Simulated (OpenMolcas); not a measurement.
# One shape, several levels: C2H6In (SMILES C[In]C)

Aim: a comparison of 6 runs (UHF/STO-3G, UHF/def2-SVPD, UBLYP/def2-SVPD, UPBE0/def2-SVPD, USVWN5/def2-SVPD, ROMP2/def2-SVPD) of C2H6In. 

The calculation is run with OpenMolcas 26.06.

### 1 The structure to begin with

The species is C2H6In (9 atoms), meant as a doublet with charge 0. SMILES: `C[In]C`. The shape is that of a PBE0-D4/def2-TZVP optimisation.

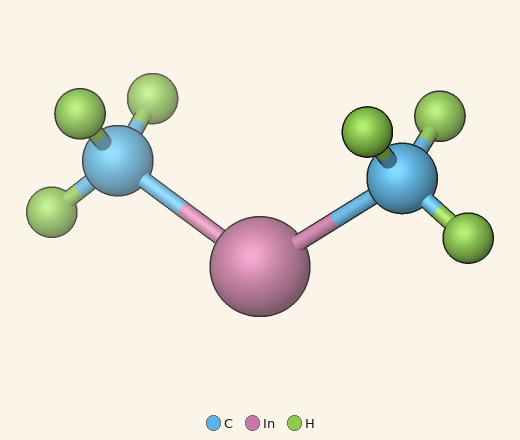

Viewed from a chosen angle; carbon blue, indium pink, hydrogen green.

### 2 Energy and gradient at UHF/STO-3G (run 1)

File coord.xyz:

```xyz
9

C      0.456290     1.815870     0.183390
In     0.277560     0.050300    -1.113490
C     -0.450470    -1.814830    -0.206650
H     -0.527030     2.036110     0.607180
H      0.821920     2.686500    -0.358540
H      1.143860     1.578810     0.999510
H     -1.445190    -1.633350     0.208840
H     -0.500920    -2.628420    -0.928380
H      0.223960    -2.091000     0.608130
```

File job.input:

```
>>> EXPORT MOLCAS_PRINT=2

&GATEWAY
  BasLib
  $CurrDir
  Coord
  coord.xyz
  Basis
  STO-3G
  Group
  NoSym

&SEWARD

&SCF
  UHF
  Spin
  2
  Thresholds
  1e-10 1e-07 1e-07 1e-05
  PrOrbitals
  1 2

&ALASKA
```

The basis set STO-3G is read from a file made from the Basis Set Exchange's data (not shown).

On the command line:

```console
$ export MOLCAS_MEM=1860
$ pymolcas job.input > job.log
```

Log:

```text
--- Start Module: gateway ---
[...]
--- Stop Module: gateway /rc=_RC_ALL_IS_WELL_ ---
[...]
      Basis functions           43
[...]
--- Start Module: scf ---
[...]
       Convergence after  13 Iterations
[...]
::    Total SCF energy                              -5761.1474807758
[...]
      Total spin, S                                     0.5013781839
[...]
      Total electronic charge=   67.000000
      Total            charge=   -0.000000
[...]
      Dipole Moment (debye):
      Origin of the operator (angstrom)=    0.2185    0.0396   -0.8767
                   X=  3.8100E-01               Y=  6.9073E-02               Z= -1.5287E+00           Total=  1.5769E+00
      Quadrupole Moment (debye*angstrom):
[...]
--- Stop Module: scf /rc=_RC_ALL_IS_WELL_ ---
[...]
--- Start Module: alaska ---
[...]
 *              Molecular gradients               *
 **************************************************
  Irreducible representation: a
 ------------------------------------------------------------------------------------------
                              X                       Y                       Z
 ------------------------------------------------------------------------------------------
  C1                4.82820034225284E-03    2.94752149056325E-02    1.38364210694242E-02
  IN2               4.17864580584304E-03    7.59872726985522E-04   -1.67817079473345E-02
  C3               -1.01106767732420E-02   -3.04397022781551E-02    7.40613035519466E-03
  H4               -1.08264011170345E-02   -3.77573788839269E-03    2.98317806047166E-04
  H5                2.71151688919158E-03    3.13702305620200E-03   -7.84653127820922E-03
  H6                6.37977690119795E-03   -8.46437080683992E-03    4.33175049268542E-03
  H7               -7.85258674653999E-03    8.21124036599280E-03    1.54279170822846E-03
  H8                1.35857646250059E-03   -2.40384528655735E-03   -8.43364047428041E-03
[...]
--- Stop Module: alaska /rc=_RC_ALL_IS_WELL_ ---
[...]
```

Wall time 4.5 s (1 thread of Intel Xeon Platinum 8259CL at 2.50GHz (Skylake/Cascade Lake), shared host); peak memory 0.38 GiB.

### 3 Energy and gradient at UHF/def2-SVPD (core potential) (run 2)

File test.input:

```
* C2H6In Hartree-Fock
>>> EXPORT MOLCAS_PRINT=2

&GATEWAY
  BasLib=$CurrDir
  Coord
  9
  angstrom
  C        0.456290       1.815870       0.183390
  In       0.277560       0.050300      -1.113490
  C       -0.450470      -1.814830      -0.206650
  H       -0.527030       2.036110       0.607180
  H        0.821920       2.686500      -0.358540
  H        1.143860       1.578810       0.999510
  H       -1.445190      -1.633350       0.208840
  H       -0.500920      -2.628420      -0.928380
  H        0.223960      -2.091000       0.608130
  Basis=def2-SVPD
  Group=NoSym

&SEWARD

&SCF
  UHF
  Spin=2
  Thresholds=1e-10 1e-07 1e-07 1e-05
  PrOrbitals=1 2

&ALASKA
```

The basis set def2-SVPD is read from a file made from the Basis Set Exchange's data (not shown).

On the command line:

```console
$ export MOLCAS_MEM=1860
$ pymolcas test.input > test.log
```

Log:

```text
--- Start Module: gateway ---
[...]
--- Stop Module: gateway /rc=_RC_ALL_IS_WELL_ ---
[...]
      Basis functions          120
[...]
--- Start Module: scf ---
[...]
       Convergence after  16 Iterations
[...]
::    Total SCF energy                               -268.3418181294
[...]
      Total spin, S                                     0.5051986446
[...]
      Total electronic charge=   39.000000
      Total            charge=   -0.000000
[...]
      Dipole Moment (debye):
      Origin of the operator (angstrom)=    0.2185    0.0396   -0.8767
                   X= -2.7065E-02               Y= -4.9199E-03               Z=  1.0880E-01           Total=  1.1222E-01
      Quadrupole Moment (debye*angstrom):
[...]
--- Stop Module: scf /rc=_RC_ALL_IS_WELL_ ---
[...]
--- Start Module: alaska ---
[...]
 *              Molecular gradients               *
 **************************************************
  Irreducible representation: a
 ------------------------------------------------------------------------------------------
                              X                       Y                       Z
 ------------------------------------------------------------------------------------------
  C1               -9.77945003683978E-05   -5.15116761535150E-04   -1.66181087713935E-04
  IN2              -1.23885692767489E-03   -2.22580009504925E-04    4.95789387187351E-03
  C3                1.62022185884902E-04    5.21399588649718E-04   -5.45111031250434E-05
  H4               -9.20260786131166E-04   -1.28931075877858E-03   -8.90458541786820E-04
  H5                5.41087869125878E-05   -9.64282767569102E-04   -1.33456975361135E-03
  H6                4.50947334761143E-04   -1.65522820549399E-03   -5.75081204647887E-04
  H7               -1.71007125359779E-04    1.71568241238523E-03   -5.72007199353131E-04
  H8                5.64340375635020E-04    1.07355840387768E-03   -1.11497920755710E-03
[...]
--- Stop Module: alaska /rc=_RC_ALL_IS_WELL_ ---
[...]
```

Wall time 44 s (1 thread of Intel Xeon Platinum 8259CL at 2.50GHz (Skylake/Cascade Lake), shared host); peak memory 0.76 GiB.

Runs 3 to 4 aren't shown in full; the table further down has their settings and results.

### 4 Energy and forces at USVWN5/def2-SVPD (core potential) (run 5)

File run.input:

```
* C2H6In Kohn-Sham DFT
&GATEWAY
BasLib=$CurrDir
Coord
9
bohr
C      0.86226313     3.43149698     0.34655687
In     0.52451238     0.09505322    -2.10419114
C     -0.85126493    -3.42953166    -0.39051190
H     -0.99594236     3.84769026     1.14740391
H      1.55320370     5.07674923    -0.67754240
H      2.16158212     2.98351850     1.88880016
H     -2.73101330    -3.08658417     0.39465040
H     -0.94660161    -4.96699394    -1.75438394
H      0.42322306    -3.95141733     1.14919915
Basis=def2-SVPD
Group=NoSym
&SEWARD
GridInput
Grid=UltraFine
End of Grid
&SCF
UHF
Spin=2
KSDFT=SVWN5
Thresholds=1e-10 1e-07 1e-07 1e-05
PrOrbitals=1 2
&ALASKA
```

The basis set def2-SVPD is read from a file made from the Basis Set Exchange's data (not shown).

On the command line:

```console
$ export MOLCAS_MEM=1860
$ pymolcas run.input > run.log
```

Log:

```text
--- Start Module: gateway ---
[...]
--- Stop Module: gateway /rc=_RC_ALL_IS_WELL_ ---
[...]
      Basis functions          120
[...]
--- Start Module: scf ---
[...]
       Convergence after  15 Iterations
[...]
::    Total KS-DFT energy                            -268.7627578012
[...]
      Total spin, S                                     0.5004274682
[...]
      Total electronic charge=   39.000000
      Total            charge=   -0.000000
[...]
      Dipole Moment (debye):
      Origin of the operator (angstrom)=    0.2185    0.0396   -0.8767
                   X= -1.0257E-01               Y= -1.8593E-02               Z=  4.1161E-01           Total=  4.2460E-01
      Quadrupole Moment (debye*angstrom):
[...]
--- Stop Module: scf /rc=_RC_ALL_IS_WELL_ ---
[...]
--- Start Module: alaska ---
[...]
 *              Molecular gradients               *
 **************************************************
  Irreducible representation: a
 ------------------------------------------------------------------------------------------
                              X                       Y                       Z
 ------------------------------------------------------------------------------------------
  C1                6.18051906127737E-04    8.19752963084497E-03    6.95224120765481E-03
  IN2               5.61436157390016E-04    1.03274104835349E-04   -2.26153819420460E-03
  C3               -3.61964528366410E-03   -8.74696829489485E-03    5.13018925046915E-03
  H4                1.02316994895526E-02   -1.46352258450921E-03   -3.87003895689242E-03
  H5               -3.81286872709308E-03   -8.69315353199518E-03    6.10981272567557E-03
  H6               -6.98055991671653E-03    3.25303796450931E-03   -7.91660637447045E-03
  H7                9.93579416350077E-03   -2.70978054472260E-03   -3.96075685436514E-03
  H8                3.25332417737023E-04    8.05976336761027E-03    7.89853845991884E-03
[...]
--- Stop Module: alaska /rc=_RC_ALL_IS_WELL_ ---
[...]
```

It took 1.7 min on 1 thread of Intel Xeon Platinum 8259CL at 2.50GHz (Skylake/Cascade Lake), shared host; peak memory 0.76 GiB.

### 5 A single-point energy at ROMP2/def2-SVPD (core potential) (run 6)

File run.inp:

```
* C2H6In ROMP2
&GATEWAY
BasLib=$CurrDir
Coord
9
angstrom
C        0.456290       1.815870       0.183390
In       0.277560       0.050300      -1.113490
C       -0.450470      -1.814830      -0.206650
H       -0.527030       2.036110       0.607180
H        0.821920       2.686500      -0.358540
H        1.143860       1.578810       0.999510
H       -1.445190      -1.633350       0.208840
H       -0.500920      -2.628420      -0.928380
H        0.223960      -2.091000       0.608130
Basis=def2-SVPD
Group=NoSym
&SEWARD
&SCF
UHF
Spin=2
Thresholds=1e-10 1e-07 1e-07 1e-05
PrOrbitals=1 1
&RASSCF
FileOrb=$Project.UnaOrb
Spin=2
Nactel=1 0 0
Inactive=19
Ras2=1
OutOrbitals=Canonical
OrbListing=Nothing
&CASPT2
IPEA=0.0
Frozen=6
```

The basis set def2-SVPD is read from a file made from the Basis Set Exchange's data (not shown).

On the command line:

```console
$ export MOLCAS_MEM=1860
$ pymolcas run.inp > run.log
```

Log:

```text
--- Start Module: gateway ---
[...]
--- Stop Module: gateway /rc=_RC_ALL_IS_WELL_ ---
[...]
      Basis functions          120
[...]
       Convergence after  16 Iterations
[...]
::    Total SCF energy                               -268.3418181294
[...]
      Total spin, S                                     0.5051986446
[...]
--- Start Module: rasscf ---
[...]
      Number of active orbitals                  1
[...]
      Spin quantum number                      0.5
[...]
      Active orbitals                            1
[...]
      Number of CSFs                             1
[...]
      Number of root(s) required                 1
[...]
      Convergence after  9 iterations
[...]
      printout of CI-coefficients larger than  0.05 for root  1
      energy=    -268.339809
      conf/sym  1     Coeff  Weight
             1  u   1.00000 1.00000
      Natural orbitals and occupation numbers for root  1
      sym 1:   1.000000
      ************************************************************************************************************************
      *                                                    Final results                                                     *
[...]
::    RASSCF root number  1 Total energy:   -268.33980858
[...]
      Total electronic charge=   39.000000
      Total            charge=   -0.000000
[...]
      Dipole Moment (debye):
      Origin of the operator (angstrom)=    0.2185    0.0396   -0.8767
                   X= -2.7584E-02               Y= -5.0157E-03               Z=  1.1090E-01           Total=  1.1439E-01
      Quadrupole Moment (debye*angstrom):
[...]
--- Stop Module: rasscf /rc=_RC_ALL_IS_WELL_ ---
[...]
--- Start Module: caspt2 ---
[...]
 ###    WARNING: User changed nr of frozen orbitals.                         ###
 ###############################################################################
[...]
      E2 (Variational):          -0.3974405584
      Total energy:            -268.7372491434
[...]
      Reference weight:           0.86432
[...]
::    CASPT2 Root  1     Total energy:   -268.73724914
[...]
--- Stop Module: caspt2 /rc=_RC_ALL_IS_WELL_ ---
[...]
```

Wall time 51 s (1 thread of Intel Xeon Platinum 8259CL at 2.50GHz (Skylake/Cascade Lake), shared host); peak memory 0.76 GiB.

### 6 The series

```csv
run,level,integration grid,task,energy (Eh),dipole moment (D),HOMO energy (eV),LUMO energy (eV),wall time
1,UHF/STO-3G,–,gradient,-5761.147481,1.58,-4.35,5.68,4.5 s
2,UHF/def2-SVPD (core potential),–,gradient,-268.341818,0.11,-7.17,0.64,44 s
3,UBLYP/def2-SVPD (core potential),UltraFine,gradient,-269.753611,0.27,-3.80,-3.08,2.3 min
4,UPBE0/def2-SVPD (core potential),UltraFine,gradient,-269.752279,0.26,-4.90,-2.21,2.3 min
5,USVWN5/def2-SVPD (core potential),UltraFine,gradient,-268.762758,0.42,-4.05,-3.34,1.7 min
6,ROMP2/def2-SVPD (core potential),–,energy,-268.737249,–,–,–,51 s
```

### 7 What came out

| quantity | value |
| --- | --- |
| run 6: total energy | -268.73725 Eh |

**Reading.** Over runs 1, 2, 3, 4, 5 the dipole moment (its size) runs from 0.11 D (UHF/def2-SVPD) to 1.58 D (UHF/STO-3G). The two ends differ in basis and core potential. The two dipoles point in opposite directions. Totals of different functionals can't be ranked against each other. Some runs of one species differ in core potentials or relativity; totals across that change don't compare. In run 1 the basis is minimal, so the values are rough. In run 1 relativity is left out where basis or elements ask for it. All runs together took 8 min, the longest 2.3 min.
